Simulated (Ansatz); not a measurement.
# O2S + H2: molecular dynamics

Purpose: to follow the two partners and see whether they stay together, part or react. The start is relaxed first. Runs: 300 steps of 0.25 fs under a Nosé-Hoover thermostat at 700 K. SMILES of the start: [H][H].O=S=O.

Program: Ansatz 0.2.0. Level of theory: RKS PBE0/def2-SVP. These are calculated values, not measurements.

### Step 1. The structure to begin with

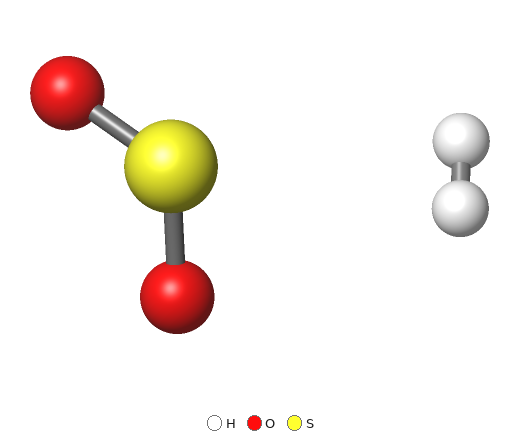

The starting structure, seen from a chosen angle (hydrogen white, oxygen red, sulfur yellow).

Coordinates:

```xyz
5

H     0.3160    0.0252   -2.0645
H    -0.4160   -0.2256   -2.1529
O     1.2058   -0.0416    1.0013
S    -0.1302    0.4619    1.1380
O    -0.9756   -0.2199    2.0781
```

### Step 2. Preparing the start

File input.yaml:

```yaml
crystal:
  periodic: [false, false, false]
  atoms:
    - { symbol: H, position_ang: [0.316, 0.0252, -2.0645] }
    - { symbol: H, position_ang: [-0.416, -0.2256, -2.1529] }
    - { symbol: O, position_ang: [1.2058, -0.0416, 1.0013] }
    - { symbol: S, position_ang: [-0.1302, 0.4619, 1.138] }
    - { symbol: O, position_ang: [-0.9756, -0.2199, 2.0781] }
basis:
  gaussian: { orbitals: def2-SVP }
hamiltonian:
  xc: pbe0
relax:
  f_tol: 0.02
  max_steps: 40
scf:
  lower_state_search: "off"
```

On the command line:

```bash
$ ansatz run input.yaml --threads 1 --pin off --max-ram 2048MiB --backend cpu --events-out ev --progress --plain --runs-dir out
```

Log (excerpt; [...] marks lines left out):

```text
Warning: RAYON_NUM_THREADS=1 ignored (pool sized by the plan → 1); use --threads N
[...]
Functional definition: PBE0
[...]
555 factors; integrals over basis functions are off by at most 3.3e-4 eV
[...]
mean field -14944.78472593 eV, -549.2107087391 hartree, gradient 8.1e-6 eV, S^2 0.000000; 0 other end points of the search recorded, 0 dependent functions left out
[...]
reference -14944.78474077 eV, -549.2107092845 hartree; 17, 17 occupied and 39, 39 virtual orbitals, 555 factors
relax step   1: F+E_penalty+E_count = -14944.78472593 eV  Δ(F+E_penalty+E_count) = +0.000e0 eV  max|allowed force component| = 1.473e0 eV/Å  Δτ_max = 0.0000 Å  (14 SCF iters, accepted)
[...]
relax step   6: F+E_penalty+E_count = -14944.82597678 eV  Δ(F+E_penalty+E_count) = -6.513e-3 eV  max|allowed force component| = 4.396e-1 eV/Å  Δτ_max = 0.1736 Å  (20 SCF iters, accepted)
[...]
relax step  11: F+E_penalty+E_count = -14944.75092820 eV  Δ(F+E_penalty+E_count) = +8.555e-2 eV  max|allowed force component| = 1.656e0 eV/Å  Δτ_max = 0.1951 Å  (19 SCF iters, rejected (line search))
[...]
relax step  16: F+E_penalty+E_count = -14944.84359229 eV  Δ(F+E_penalty+E_count) = -7.511e-4 eV  max|allowed force component| = 2.682e-1 eV/Å  Δτ_max = 0.0732 Å  (22 SCF iters, accepted)
[...]
relax step  21: F+E_penalty+E_count = -14944.84933185 eV  Δ(F+E_penalty+E_count) = -2.241e-3 eV  max|allowed force component| = 1.170e-2 eV/Å  Δτ_max = 0.0433 Å  (21 SCF iters, accepted)
relax step  22: F+E_penalty+E_count = -14944.84974170 eV  Δ(F+E_penalty+E_count) = -4.099e-4 eV  max|allowed force component| = 3.968e-2 eV/Å  Δτ_max = 0.0414 Å  (21 SCF iters, accepted)
```

### Step 3. The output, continued: start relaxed

Output, continued:

```text
relax step  23: F+E_penalty+E_count = -14944.84831952 eV  Δ(F+E_penalty+E_count) = +1.422e-3 eV  max|allowed force component| = 4.666e-1 eV/Å  Δτ_max = 0.0917 Å  (21 SCF iters, rejected (line search))
relax step  24: F+E_penalty+E_count = -14944.84991881 eV  Δ(F+E_penalty+E_count) = -1.771e-4 eV  max|allowed force component| = 1.671e-2 eV/Å  Δτ_max = 0.0143 Å  (22 SCF iters, accepted)
[...]
relax step  25: F+E_penalty+E_count = -14944.84768957 eV  Δ(F+E_penalty+E_count) = +2.229e-3 eV  max|allowed force component| = 5.581e-1 eV/Å  Δτ_max = 0.0982 Å  (20 SCF iters, rejected (line search))
these checks for a lower state are left out or cut short: stability, starts, cluster_reference, orbital_swaps, neighbouring_geometries, increment
555 factors; integrals over basis functions are off by at most 4.4e-4 eV
mean field evaluation 192: about -14944.8502 eV, gradient 6.3e-7 eV
mean field -14944.85017872 eV, -549.2131140847 hartree, gradient 6.3e-7 eV, S^2 0.000000; 0 other end points of the search recorded, 0 dependent functions left out
the calculation of the forces begins
reference -14944.85019365 eV, -549.2131146333 hartree; 17, 17 occupied and 39, 39 virtual orbitals, 555 factors
relax step  26: F+E_penalty+E_count = -14944.85017872 eV  Δ(F+E_penalty+E_count) = -2.599e-4 eV  max|allowed force component| = 1.218e-1 eV/Å  Δτ_max = 0.0479 Å  (22 SCF iters, accepted)
these checks for a lower state are left out or cut short: stability, starts, cluster_reference, orbital_swaps, neighbouring_geometries, increment
555 factors; integrals over basis functions are off by at most 4.4e-4 eV
mean field -14944.85035980 eV, -549.2131207393 hartree, gradient 1.2e-6 eV, S^2 0.000000; 0 other end points of the search recorded, 0 dependent functions left out
the calculation of the forces begins
reference -14944.85037465 eV, -549.2131212851 hartree; 17, 17 occupied and 39, 39 virtual orbitals, 555 factors
relax step  27: F+E_penalty+E_count = -14944.85035980 eV  Δ(F+E_penalty+E_count) = -1.811e-4 eV  max|allowed force component| = 9.659e-2 eV/Å  Δτ_max = 0.0260 Å  (21 SCF iters, accepted)
these checks for a lower state are left out or cut short: stability, starts, cluster_reference, orbital_swaps, neighbouring_geometries, increment
555 factors; integrals over basis functions are off by at most 4.5e-4 eV
mean field -14944.85049616 eV, -549.2131257505 hartree, gradient 1.0e-6 eV, S^2 0.000000; 0 other end points of the search recorded, 0 dependent functions left out
the calculation of the forces begins
reference -14944.85051098 eV, -549.2131262952 hartree; 17, 17 occupied and 39, 39 virtual orbitals, 555 factors
relax step  28: F+E_penalty+E_count = -14944.85049616 eV  Δ(F+E_penalty+E_count) = -1.364e-4 eV  max|allowed force component| = 2.941e-2 eV/Å  Δτ_max = 0.0152 Å  (23 SCF iters, accepted)
these checks for a lower state are left out or cut short: stability, starts, cluster_reference, orbital_swaps, neighbouring_geometries, increment
555 factors; integrals over basis functions are off by at most 4.5e-4 eV
mean field -14944.85056991 eV, -549.2131284605 hartree, gradient 1.1e-6 eV, S^2 0.000000; 0 other end points of the search recorded, 0 dependent functions left out
the calculation of the forces begins
reference -14944.85058466 eV, -549.2131290026 hartree; 17, 17 occupied and 39, 39 virtual orbitals, 555 factors
relax step  29: F+E_penalty+E_count = -14944.85056991 eV  Δ(F+E_penalty+E_count) = -7.374e-5 eV  max|allowed force component| = 1.487e-2 eV/Å  Δτ_max = 0.0174 Å  (23 SCF iters, accepted)
these checks for a lower state are left out or cut short: stability, starts, cluster_reference, orbital_swaps, neighbouring_geometries, increment
555 factors; integrals over basis functions are off by at most 4.6e-4 eV
mean field -14944.85044665 eV, -549.2131239308 hartree, gradient 9.3e-7 eV, S^2 0.000000; 0 other end points of the search recorded, 0 dependent functions left out
the calculation of the forces begins
reference -14944.85046129 eV, -549.2131244690 hartree; 17, 17 occupied and 39, 39 virtual orbitals, 555 factors
relax step  30: F+E_penalty+E_count = -14944.85044665 eV  Δ(F+E_penalty+E_count) = +1.233e-4 eV  max|allowed force component| = 1.456e-1 eV/Å  Δτ_max = 0.0449 Å  (21 SCF iters, rejected (line search))
these checks for a lower state are left out or cut short: stability, starts, cluster_reference, orbital_swaps, neighbouring_geometries, increment
555 factors; integrals over basis functions are off by at most 4.6e-4 eV
mean field evaluation 224: about -14944.8506 eV, gradient 7.3e-5 eV
mean field -14944.85061821 eV, -549.2131302357 hartree, gradient 1.2e-6 eV, S^2 0.000000; 0 other end points of the search recorded, 0 dependent functions left out
the calculation of the forces begins
reference -14944.85063291 eV, -549.2131307759 hartree; 17, 17 occupied and 39, 39 virtual orbitals, 555 factors
relax step  31: F+E_penalty+E_count = -14944.85061821 eV  Δ(F+E_penalty+E_count) = -4.831e-5 eV  max|allowed force component| = 4.230e-2 eV/Å  Δτ_max = 0.0223 Å  (21 SCF iters, accepted)
these checks for a lower state are left out or cut short: stability, starts, cluster_reference, orbital_swaps, neighbouring_geometries, increment
555 factors; integrals over basis functions are off by at most 4.6e-4 eV
mean field -14944.85064296 eV, -549.2131311450 hartree, gradient 3.0e-6 eV, S^2 0.000000; 0 other end points of the search recorded, 0 dependent functions left out
the calculation of the forces begins
reference -14944.85065763 eV, -549.2131316841 hartree; 17, 17 occupied and 39, 39 virtual orbitals, 555 factors
relax step  32: F+E_penalty+E_count = -14944.85064296 eV  Δ(F+E_penalty+E_count) = -2.474e-5 eV  max|allowed force component| = 3.211e-2 eV/Å  Δτ_max = 0.0125 Å  (22 SCF iters, accepted)
these checks for a lower state are left out or cut short: stability, starts, cluster_reference, orbital_swaps, neighbouring_geometries, increment
555 factors; integrals over basis functions are off by at most 4.6e-4 eV
mean field -14944.85065885 eV, -549.2131317290 hartree, gradient 2.2e-6 eV, S^2 0.000000; 0 other end points of the search recorded, 0 dependent functions left out
the calculation of the forces begins
reference -14944.85067351 eV, -549.2131322677 hartree; 17, 17 occupied and 39, 39 virtual orbitals, 555 factors
relax step  33: F+E_penalty+E_count = -14944.85065885 eV  Δ(F+E_penalty+E_count) = -1.589e-5 eV  max|allowed force component| = 1.296e-2 eV/Å  Δτ_max = 0.0075 Å  (21 SCF iters, accepted)
Total energy: -14944.85067351 eV, -549.2131322677 hartree
Atom 0 at     0.269112    -0.030707    -1.970423 Å, force     0.000028    -0.000024     0.000014 eV/Å
Atom 1 at    -0.020885     0.033588    -2.671438 Å, force     0.000146     0.000121     0.000135 eV/Å
Atom 2 at     0.766909    -0.159820     0.611728 Å, force    -0.005418     0.001342    -0.006198 eV/Å
Atom 3 at    -0.495864     0.098792     1.288540 Å, force     0.012533    -0.003627     0.012962 eV/Å
Atom 4 at    -0.519272     0.058147     2.741593 Å, force    -0.007290     0.002188    -0.006914 eV/Å
Dipole moment:    -0.321528     0.077079    -0.155007 e Å
Checks for a lower state left out: stability, starts, cluster_reference, orbital_swaps, neighbouring_geometries, increment
```

Run time: 1.8 min. Hardware: 1 thread of an x86-64 CPU, shared host; peak memory 0.11 GiB.

Relaxation path, one in 2:

```tsv
step	energy from step 1 (eV)	largest force component (eV/Å)
1	0.0000	1.4727
3	-0.0326	0.7299
5	-0.0347	0.3962
7	-0.0470	0.3489
9	-0.0510	0.1253
11x	0.0338	1.6561
13	-0.0572	0.0554
15	-0.0581	0.1505
17	-0.0600	0.2216
19	-0.0619	0.3387
21	-0.0646	0.0117
23x	-0.0636	0.4666
25x	-0.0630	0.5581
27	-0.0656	0.0966
29	-0.0658	0.0149
31	-0.0659	0.0423
33	-0.0659	0.0130
```

Step 1 is the start. 5 steps were tried and not accepted (marked x).

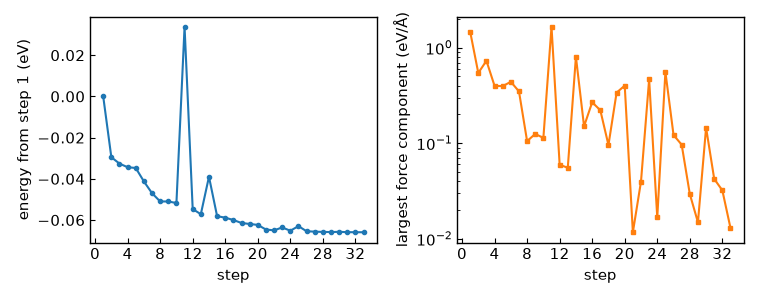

Energy and largest force along the relaxation.

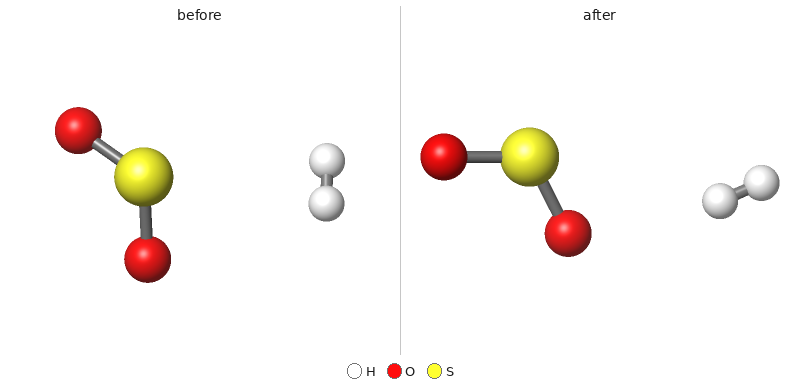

The structure before (left) and after (right), drawn at the same scale.

After: Bond lengths: O3–S4 1.456 Å, S4–O5 1.454 Å. Angles: O3–S4–O5 118.3°.

### Step 4. The run

300 steps of 0.25 fs under a Nosé-Hoover thermostat at 700 K, from the relaxed start.

File input.yaml:

```yaml
crystal:
  periodic: [false, false, false]
  atoms:
    - { symbol: H, position_ang: [0.269112, -0.030707, -1.970423] }
    - { symbol: H, position_ang: [-0.020885, 0.033588, -2.671438] }
    - { symbol: O, position_ang: [0.766909, -0.15982, 0.611728] }
    - { symbol: S, position_ang: [-0.495864, 0.098792, 1.28854] }
    - { symbol: O, position_ang: [-0.519272, 0.058147, 2.741593] }
basis:
  gaussian: { orbitals: def2-SVP }
hamiltonian:
  xc: pbe0
md:
  timestep: 0.25
  n_steps: 300
  ensemble: nvt_nose_hoover
  temperature: 700.0
  initial_velocities: maxwell_boltzmann
  seed: 41778
  nose_hoover: { tau: 20.0, chain_length: 1 }
scf:
  lower_state_search: "off"
```

On the command line:

```bash
$ ansatz run input.yaml --threads 1 --pin off --max-ram 2048MiB --backend cpu --events-out ev --progress --plain --runs-dir out
```

Log (excerpt; [...] marks lines left out):

```text
Warning: RAYON_NUM_THREADS=1 ignored (pool sized by the plan → 1); use --threads N
[...]
Functional definition: PBE0
[...]
555 factors; integrals over basis functions are off by at most 3.6e-4 eV
[...]
mean field -14944.85067022 eV, -549.2131321469 hartree, gradient 1.7e-6 eV, S^2 0.000000; 0 other end points of the search recorded, 0 dependent functions left out
[...]
reference -14944.85068485 eV, -549.2131326846 hartree; 17, 17 occupied and 39, 39 virtual orbitals, 555 factors
md step     0: t =     0.00 fs  T =   700.0 K  F+E_penalty+E_count = -14944.85067022 eV  E_kin = 0.271446 eV  conserved = -14944.57922422 eV  (15 SCF iters)
[...]
md step    20: t =     5.00 fs  T =   538.7 K  F+E_penalty+E_count = -14944.78702146 eV  E_kin = 0.208901 eV  conserved = -14944.57913037 eV  (16 SCF iters)
[...]
md step    40: t =    10.00 fs  T =   504.6 K  F+E_penalty+E_count = -14944.76772984 eV  E_kin = 0.195659 eV  conserved = -14944.57907538 eV  (15 SCF iters)
[...]
md step    60: t =    15.00 fs  T =   655.2 K  F+E_penalty+E_count = -14944.81208876 eV  E_kin = 0.254064 eV  conserved = -14944.57921205 eV  (16 SCF iters)
[...]
md step    78: t =    19.50 fs  T =   540.3 K  F+E_penalty+E_count = -14944.75221700 eV  E_kin = 0.209526 eV  conserved = -14944.57916861 eV  (15 SCF iters)
md step    79: t =    19.75 fs  T =   534.4 K  F+E_penalty+E_count = -14944.74901057 eV  E_kin = 0.207231 eV  conserved = -14944.57915564 eV  (15 SCF iters)
```

### Step 5. The output, continued: dynamics from the start

Output, continued (excerpt; [...] marks lines left out):

```text
md step    80: t =    20.00 fs  T =   527.6 K  F+E_penalty+E_count = -14944.74542800 eV  E_kin = 0.204574 eV  conserved = -14944.57913325 eV  (15 SCF iters)
[...]
md step   105: t =    26.25 fs  T =   759.5 K  F+E_penalty+E_count = -14944.80466370 eV  E_kin = 0.294511 eV  conserved = -14944.57917479 eV  (21 SCF iters)
[...]
md step   130: t =    32.50 fs  T =   695.3 K  F+E_penalty+E_count = -14944.74232909 eV  E_kin = 0.269629 eV  conserved = -14944.57903856 eV  (16 SCF iters)
[...]
md step   155: t =    38.75 fs  T =   804.6 K  F+E_penalty+E_count = -14944.75234004 eV  E_kin = 0.312001 eV  conserved = -14944.57915501 eV  (15 SCF iters)
[...]
md step   180: t =    45.00 fs  T =   861.4 K  F+E_penalty+E_count = -14944.74443301 eV  E_kin = 0.334024 eV  conserved = -14944.57913001 eV  (15 SCF iters)
md step   181: t =    45.25 fs  T =   862.4 K  F+E_penalty+E_count = -14944.74399082 eV  E_kin = 0.334428 eV  conserved = -14944.57915963 eV  (15 SCF iters)
md step   182: t =    45.50 fs  T =   861.3 K  F+E_penalty+E_count = -14944.74271057 eV  E_kin = 0.333980 eV  conserved = -14944.57917838 eV  (15 SCF iters)
```

### Step 6. The output, continued: dynamics from the start

The log, continued (excerpt; [...] marks lines left out):

```text
md step   183: t =    45.75 fs  T =   857.1 K  F+E_penalty+E_count = -14944.74029206 eV  E_kin = 0.332381 eV  conserved = -14944.57918362 eV  (21 SCF iters)
[...]
md step   205: t =    51.25 fs  T =   810.8 K  F+E_penalty+E_count = -14944.70901396 eV  E_kin = 0.314411 eV  conserved = -14944.57901880 eV  (21 SCF iters)
[...]
md step   227: t =    56.75 fs  T =   987.7 K  F+E_penalty+E_count = -14944.77394833 eV  E_kin = 0.383005 eV  conserved = -14944.57915871 eV  (21 SCF iters)
[...]
md step   249: t =    62.25 fs  T =   832.4 K  F+E_penalty+E_count = -14944.72862360 eV  E_kin = 0.322806 eV  conserved = -14944.57906156 eV  (16 SCF iters)
[...]
md step   299: t =    74.75 fs  T =   721.7 K  F+E_penalty+E_count = -14944.75461745 eV  E_kin = 0.279879 eV  conserved = -14944.57905996 eV  (16 SCF iters)
[...]
md step   300: t =    75.00 fs  T =   711.5 K  F+E_penalty+E_count = -14944.75224631 eV  E_kin = 0.275893 eV  conserved = -14944.57908150 eV  (16 SCF iters)
Total energy: -14944.75226163 eV, -549.2095156980 hartree
Atom 0 at    -2.410345     0.162022    -2.121660 Å, force     0.185412    -0.114593    -0.831020 eV/Å
Atom 1 at    -2.572511     0.259356    -1.407993 Å, force    -0.183380     0.115138     0.829883 eV/Å
Atom 2 at     1.050797    -0.208592     0.981104 Å, force     1.563958    -0.309857    -0.630838 eV/Å
Atom 3 at    -0.324433     0.136913     1.181285 Å, force    -0.568669     0.350266    -0.957559 eV/Å
Atom 4 at    -0.817107     0.004162     2.517069 Å, force    -0.997321    -0.040954     1.589535 eV/Å
Dipole moment:    -0.226303     0.124037    -0.300068 e Å
Checks for a lower state left out: stability, starts, cluster_reference, orbital_swaps, neighbouring_geometries, increment
```

Run time: 11 min. Hardware: 1 thread of an x86-64 CPU, shared host; peak memory 0.1 GiB.

### Step 7. The trajectory

The trajectory, every 22 steps (energies from step 0):

```tsv
time (fs)	T (K)	potential energy change (meV/atom)	conserved energy change (meV/atom)	closest contact of the partners (Å)
0.0	700	0.0	0.00	2.63
5.5	513	14.8	0.03	2.69
11.0	559	12.8	0.01	2.76
16.5	609	12.3	0.02	2.86
22.0	548	21.0	0.02	2.98
27.5	798	7.9	0.01	3.10
33.0	689	22.6	0.04	3.23
38.5	800	19.7	0.01	3.35
44.0	860	20.6	0.04	3.31
49.5	811	27.6	0.01	3.29
55.0	926	20.2	0.03	3.27
60.5	920	18.9	0.01	3.27
66.0	803	23.6	0.03	3.31
71.5	860	13.0	0.02	3.36
75.0	711	19.7	0.03	3.43
```

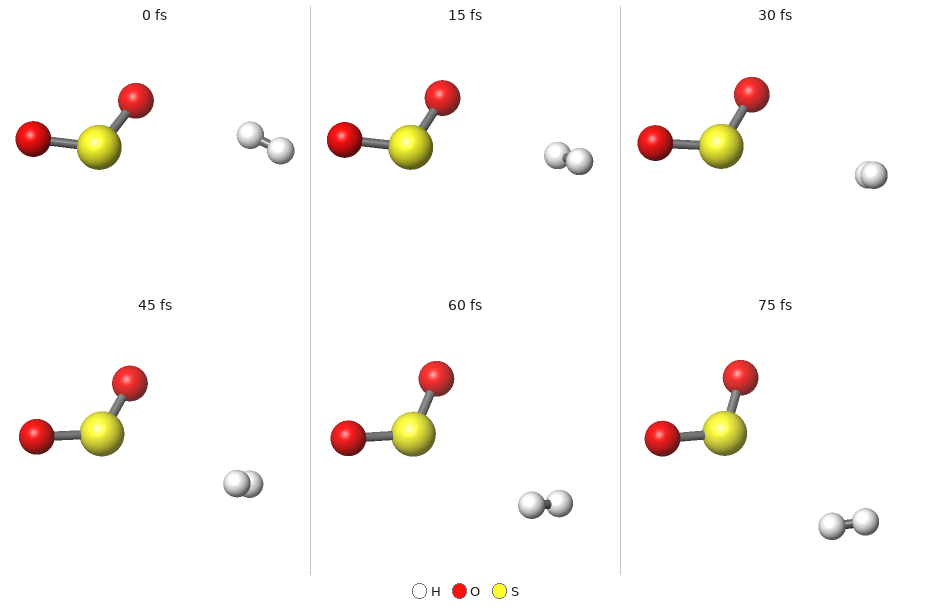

The system at six times, viewed from a chosen angle. Sticks join atoms within a bonding distance in each frame.

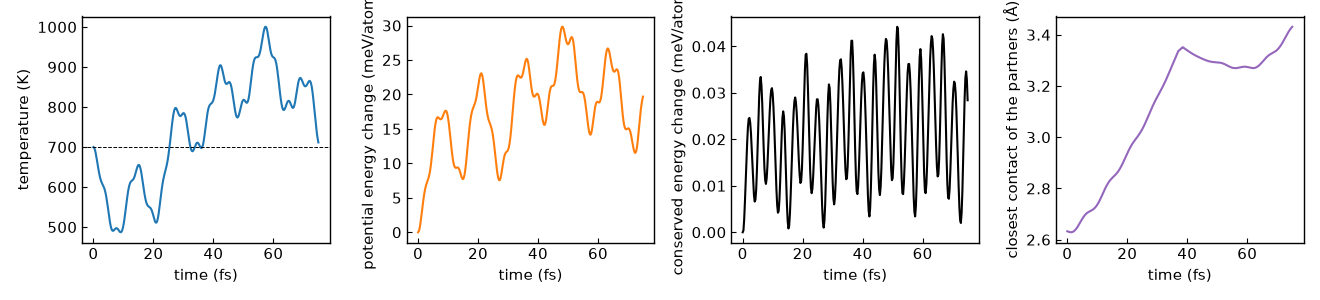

Time series of the run, each on its own scale. The dashed line is the set temperature.

### Step 8. Frames from the trajectory

Positions (Å) and forces (eV/Å):

```xyz
5
time_fs=9.5 T=490 dE=0.0876
H     0.058    0.156   -1.940   -0.459   -0.327   -0.699
H    -0.356   -0.088   -2.565    0.465    0.314    0.700
O     0.831   -0.174    0.656   -2.035    0.469    0.493
S    -0.503    0.109    1.266    2.399   -0.579    0.357
O    -0.534    0.049    2.733   -0.369    0.123   -0.851
5
time_fs=18.8 T=550 dE=0.0922
H    -0.190    0.286   -1.971   -0.256   -0.307   -0.240
H    -0.657   -0.163   -2.395    0.261    0.295    0.233
O     0.819   -0.171    0.715    2.405   -0.475   -1.475
S    -0.463    0.107    1.253   -1.946    0.427    0.667
O    -0.568    0.045    2.692   -0.463    0.060    0.816
5
time_fs=28.0 T=790 dE=0.0454
H    -0.478    0.355   -2.021    0.493    0.500    0.188
H    -0.958   -0.181   -2.201   -0.490   -0.508   -0.197
O     0.887   -0.182    0.721   -0.665    0.171    0.117
S    -0.449    0.112    1.250    0.866   -0.161   -0.754
O    -0.628    0.043    2.682   -0.205   -0.002    0.646
5
time_fs=37.5 T=757 dE=0.1099
H    -0.802    0.389   -2.071    0.368    0.379   -0.051
H    -1.297   -0.165   -1.995   -0.366   -0.383    0.037
O     0.945   -0.190    0.727   -1.736    0.370    0.896
S    -0.419    0.115    1.237    1.126   -0.390    0.959
O    -0.704    0.043    2.693    0.607    0.025   -1.841
5
time_fs=47.0 T=801 dE=0.1359
H    -1.159    0.389   -2.126   -0.533   -0.556    0.362
H    -1.658   -0.115   -1.785    0.529    0.555   -0.384
O     0.941   -0.184    0.773    2.412   -0.622   -0.200
S    -0.367    0.111    1.241   -2.814    0.837   -0.594
O    -0.757    0.042    2.629    0.406   -0.213    0.816
5
time_fs=56.2 T=966 dE=0.0856
H    -1.558    0.334   -2.164   -0.465   -0.381    0.595
H    -1.991   -0.011   -1.606    0.459    0.382   -0.612
O     1.015   -0.200    0.824   -0.982    0.172    0.684
S    -0.364    0.122    1.227    0.928    0.013   -1.772
O    -0.792    0.031    2.597    0.060   -0.186    1.105
5
time_fs=65.5 T=812 dE=0.1165
H    -1.986    0.249   -2.159    0.147    0.056   -0.330
H    -2.293    0.124   -1.485   -0.151   -0.054    0.321
O     1.058   -0.211    0.901   -1.288    0.335    0.169
S    -0.349    0.135    1.183    0.572   -0.573    2.280
O    -0.818    0.013    2.602    0.720    0.236   -2.440
5
time_fs=75.0 T=711 dE=0.0984
H    -2.410    0.162   -2.122    0.185   -0.115   -0.831
H    -2.572    0.259   -1.408   -0.183    0.115    0.830
O     1.051   -0.209    0.981    1.564   -0.310   -0.631
S    -0.324    0.137    1.181   -0.569    0.350   -0.958
O    -0.817    0.004    2.517   -0.997   -0.041    1.589
```

### Step 9. Summary of results

| quantity | value |
| --- | --- |
| relaxation of the start | 27 moves, 0.066 eV lower |
| length | 300 steps of 0.25 fs |
| temperature, first and last step | 700 and 711 K |
| temperature, second half | mean 854 K, from 711 to 1000 K |
| potential energy, second half | +21 meV/atom from the start |
| largest change of the conserved energy | 0.04 meV/atom |
| bonds formed or broken | 0 |

What this shows: Against a set 700 K the second half averages 854 K with a spread of 61 K. The conserved energy strays from its start by at most 0.04 meV/atom, under 0.1 % of the mean kinetic energy, so a step of 0.25 fs is short enough over this time. No bond forms or breaks. The partners' closest contact goes from 2.63 to 3.43 Å; so short a run doesn't show whether they stay bound. Averages from a run of 75 fs with 5 atoms are rough. The nuclei move classically, without zero-point motion, which matters most for hydrogen.
